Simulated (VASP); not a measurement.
Band structure of P (black). Method: modified Becke-Johnson potential (mBJ), VASP's PBE PAW potentials (set 64) (plane waves; VASP 6.6.1).

mBJ is a potential without an energy functional, so only the levels count. Without a dispersion term in the relaxation, distances and binding between the weakly bound layers, chains or molecules are unreliable, and so is what depends on them.

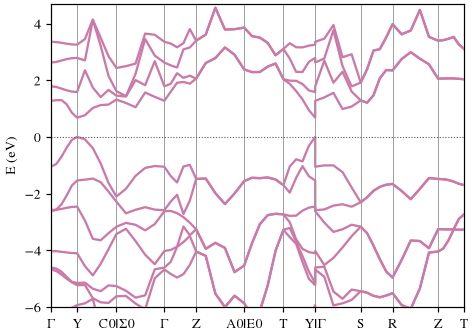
Bands along high-symmetry lines, zero at the valence-band maximum or, without a gap, the Fermi level

Read the plot: is there a gap, and where are the band edges?

The gap is direct, 0.68 eV, from the valence maximum at Y to the conduction minimum at Y.

Measured: gap 0.35 eV (computed value off by +0.33 eV), as given by Das et al., (2018), arXiv:1807.05623.

The compound is P in the black structure. It was relaxed first, which changed the volume by +10 %. The cell's shape comes from a PBE relaxation.
